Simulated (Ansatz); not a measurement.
# Dielectric function and optical constants of BaAg2As2, part 2 of 2

What colour and refractive index does BaAg2As2 have at this level of theory?

Ansatz 0.2.0; DFT, PBE, plane-wave PAW, default files, scalar-relativistic, independent-particle optical response without local fields.

So far. Step 2 (Ground state and bands): There are states at the Fermi level within the smearing, so the occupations stay smeared and the carriers get a Drude term. The cell is left with a pressure of 2.6 GPa and forces up to 0.24 eV/Å, as it stands unrelaxed at this level.

## (3) Spectrum (continued)

The reflectivity at normal incidence has structure finer than the step of the table below, so its rows give means over 0.5 eV, whole bins alone (the curve runs from 0.3 to 14 eV). Peaks (eV: height): E ∥ x or y 4.55: 45.2, 8.20: 40.7; E ∥ z 3.20: 49.1, 7.95: 44.3.

The reflectivity at normal incidence by photon energy; means over each step:

| photon energy (eV) | E ∥ x or y (%) | E ∥ z (%) |
| --- | --- | --- |
| 1.0 | 30.1 | 63.4 |
| 1.5 | 36.8 | 64.2 |
| 2.0 | 37.5 | 59.0 |
| 2.5 | 38.3 | 44.3 |
| 3.0 | 42.2 | 46.1 |
| 3.5 | 41.2 | 43.4 |
| 4.0 | 40.3 | 38.3 |
| 4.5 | 44.3 | 36.5 |
| 5.0 | 41.7 | 34.5 |
| 5.5 | 39.3 | 36.9 |
| 6.0 | 40.5 | 41.2 |
| 6.5 | 38.1 | 42.0 |
| 7.0 | 39.5 | 40.6 |
| 7.5 | 36.0 | 38.3 |
| 8.0 | 39.8 | 42.3 |
| 8.5 | 37.8 | 35.6 |
| 9.0 | 35.2 | 37.6 |
| 9.5 | 33.4 | 35.7 |
| 10.0 | 31.0 | 31.3 |
| 10.5 | 28.8 | 25.6 |
| 11.0 | 25.4 | 23.3 |
| 11.5 | 19.9 | 20.5 |
| 12.0 | 16.4 | 13.5 |
| 12.5 | 11.3 | 10.6 |
| 13.0 | 8.98 | 5.32 |
| 13.5 | 9.02 | 8.83 |

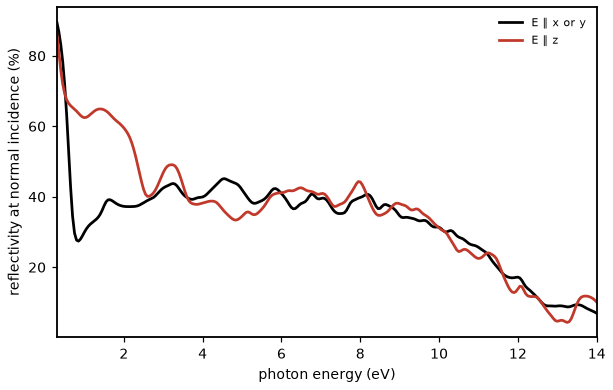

Reflectivity at normal incidence, plotted against photon energy.

Loss function −Im 1/ε at q → 0 against energy loss; read off at these points:

| energy loss (eV) | E ∥ x or y | E ∥ z |
| --- | --- | --- |
| 0.50 | 0.0407 | 0.0199 |
| 0.70 | 0.142 | 0.0221 |
| 1.00 | 0.0576 | 0.0260 |
| 1.50 | 0.0340 | 0.0335 |
| 2.00 | 0.0512 | 0.0562 |
| 2.50 | 0.0513 | 0.110 |
| 3.00 | 0.0560 | 0.0796 |
| 3.50 | 0.0826 | 0.127 |
| 4.00 | 0.0855 | 0.132 |
| 4.50 | 0.0898 | 0.154 |
| 5.00 | 0.127 | 0.148 |
| 5.50 | 0.136 | 0.143 |
| 6.00 | 0.158 | 0.150 |
| 6.50 | 0.172 | 0.170 |
| 7.00 | 0.195 | 0.203 |
| 7.50 | 0.231 | 0.231 |
| 8.00 | 0.230 | 0.241 |
| 8.50 | 0.292 | 0.331 |
| 9.00 | 0.359 | 0.345 |
| 9.50 | 0.404 | 0.432 |
| 10.00 | 0.480 | 0.566 |
| 10.50 | 0.584 | 0.688 |
| 11.00 | 0.707 | 0.753 |
| 11.50 | 0.885 | 1.02 |
| 11.65 | 0.893 | 1.10 |
| 12.00 | 0.919 | 0.915 |
| 12.15 | 1.00 | 1.04 |
| 12.50 | 0.988 | 1.03 |
| 13.00 | 0.800 | 0.692 |
| 13.50 | 0.793 | 0.482 |
| 14.00 | 0.808 | 0.764 |

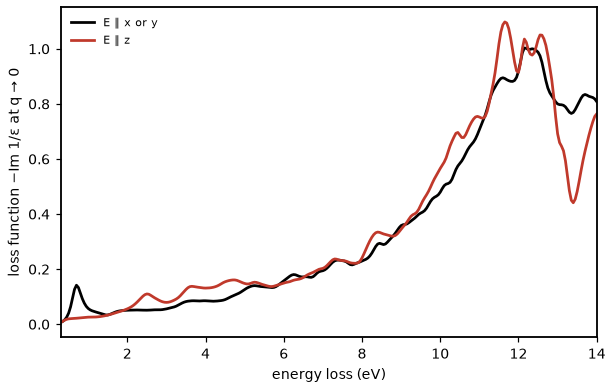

Loss function −Im 1/ε at q → 0 against energy loss.

Refractive index n and extinction k against photon energy:

| photon energy (eV) | n, E ∥ x or y | k, E ∥ x or y | n, E ∥ z | k, E ∥ z |
| --- | --- | --- | --- | --- |
| 2 | 3.46 | 1.48 | 2.18 | 3.39 |
| 4 | 2.65 | 2.08 | 1.92 | 1.98 |
| 6 | 1.48 | 1.97 | 1.55 | 2.01 |
| 8 | 1.06 | 1.67 | 0.850 | 1.63 |
| 10 | 0.762 | 1.16 | 0.684 | 1.07 |
| 12 | 0.738 | 0.738 | 0.787 | 0.680 |
| 14 | 0.896 | 0.506 | 0.909 | 0.633 |

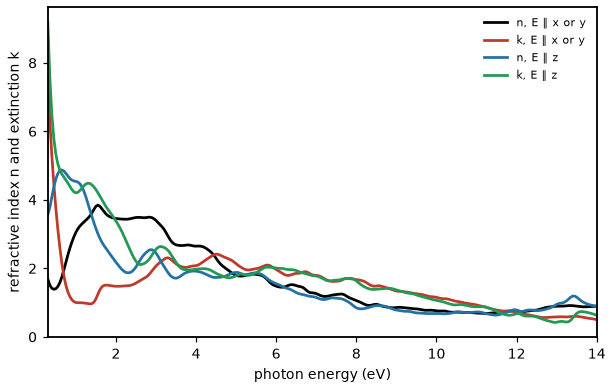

Refractive index n and extinction k against photon energy.

Optical constants at common wavelengths, from n + ik = √ε:

| wavelength (nm) | n xy | k xy | R (%) xy | 1/α xy | n z | k z | R (%) z | 1/α z |
| --- | --- | --- | --- | --- | --- | --- | --- | --- |
| 1550 | 2.39 | 1.316 | 27.7 | 94 nm | 4.70 | 4.494 | 64.3 | 27 nm |
| 1064 | 3.31 | 0.995 | 32.4 | 85 nm | 4.34 | 4.365 | 63.5 | 19 nm |
| 532 | 3.45 | 1.500 | 37.4 | 28 nm | 1.88 | 2.599 | 50.0 | 16 nm |
| 405 | 3.33 | 2.138 | 42.9 | 15 nm | 2.34 | 2.619 | 48.1 | 12 nm |
| 365 | 2.77 | 2.240 | 42.4 | 13 nm | 1.75 | 2.368 | 46.8 | 12 nm |
| 308 | 2.65 | 2.090 | 40.1 | 12 nm | 1.91 | 1.981 | 38.3 | 12 nm |
| 248 | 1.79 | 2.137 | 42.0 | 9.2 nm | 1.88 | 1.784 | 34.5 | 11 nm |

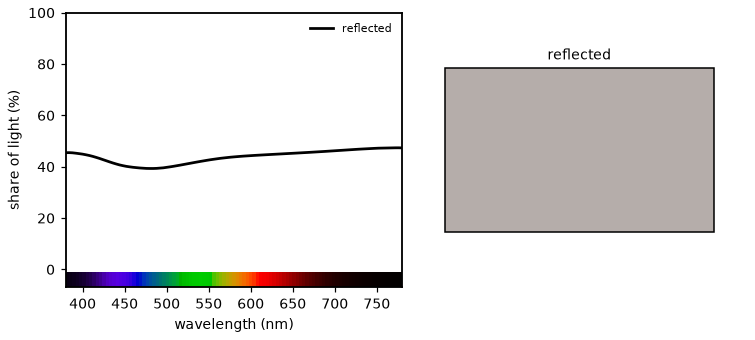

Light reflected across the visible range, with the colour that it makes of daylight (sRGB).

In reflection the computed colour is light grey: x = 0.322, y = 0.333, luminous reflectivity 43 %.

## (4) Summary of results

```yaml
gap_on_the_path: 0 eV
main_peak_of_the_optical_conductivity_above_1_ev_first_axis: 4.41 eV
drude_plasma_energy_first_axis: 2.51 eV
```

What this shows: At this level (PBE, independent particles) BaAg2As2 is a metal with a Drude plasma energy of 2.5 eV along x, 2.5 eV along y and 3.4 eV along z; it reflects 37 % at 550 nm for E ∥ x. Along x the bare Drude plasma energy is 2.5 eV; Re ε first rises through zero at 0.69 eV, far lower, because interband transitions screen the carriers. Im ε is 7.1 there, so the loss peak at that energy is weak. In reflection the computed colour is light grey: x = 0.322, y = 0.333, luminous reflectivity 43 %. In the base run ε includes the program's bounded estimate of what the bands above those summed add. The carriers' damping of 0.05 eV is typed, not computed; at 0.8 eV the carriers give 10 % of Im ε along the first axis; the rest comes from the sum over bands, which at low energy also holds close bands and the noise of the mesh. Spin-orbit coupling is left out although heavy atoms are present. The Fermi-Dirac width of 0.05 eV acts as an electron temperature of 580 K in the carriers' term.

[Logs are printed without paths, hosts, clocks, repeated set-up lines and the standing remarks that a program may print on its own settings, such as how far it seeks lower states.]

[Hosts, paths, dates, database ids (printed as entryN), source tags and the programs' standing remarks are cut or masked in the printed files.]
